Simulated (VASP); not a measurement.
Consider the following.

```yaml
crystal:
  lattice:
    - [1.22619, -2.12382, 0.00000]
    - [1.22619, 2.12382, 0.00000]
    - [0.00000, 0.00000, 3.95525]
  atoms:
    - { symbol: Co, position: [0.33333, 0.66667, 0.25000], spin: 1.6 }
    - { symbol: Co, position: [0.66667, 0.33333, 0.75000], spin: 1.6 }
```

The numbers are results of AM05 GGA, VASP's PBE PAW potentials (set 64) (plane waves; VASP), not measurements. Numerical set-up: 520 eV cut-off, 19×19×10 Γ-centred mesh, tetrahedra with Blöchl corrections, potentials Co.

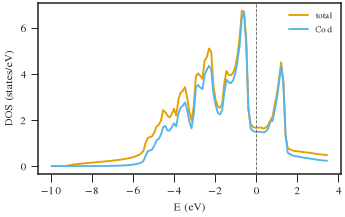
Total and projected density of states, zero at the Fermi level

Within 2 eV below the Fermi level the largest weight inside VASP's projection spheres is Co d.

It has no gap at this level: it comes out as a metal or semimetal.

The compound is Co in the hcp structure. It was relaxed first, which changed the volume by -7 %.
